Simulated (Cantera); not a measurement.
Feed: 1 mol Si2H6, 23 mol N2O, a varied amount of H2, 22 mol H2O, at 1250 K and 1.00 Torr.

These are equilibrium values from Cantera (NASA tables, ideal gas, pure condensed phases), not measurements of a reactor. Candidate condensed phases: H2O, Si, SiO2, Si2N2O, Si3N4; 35 gas species. The feed counts by its element totals alone. The tables hold silica as quartz up to 1696 K and as liquid above; real silica turns to tridymite and cristobalite and melts near 1996 K. The numbers say what is thermodynamically allowed, not how fast it happens.

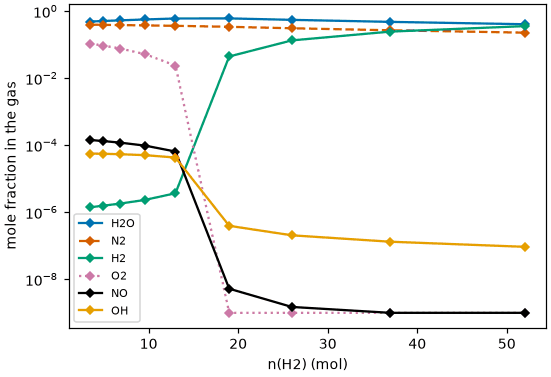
Equilibrium gas composition (values under 1e-9 drawn at 1e-9)

Task: Read off the mole fractions at 37 mol H2.

Result: H2O about 0.48, N2 about 0.27, H2 about 0.25, OH about 1.3e-7.
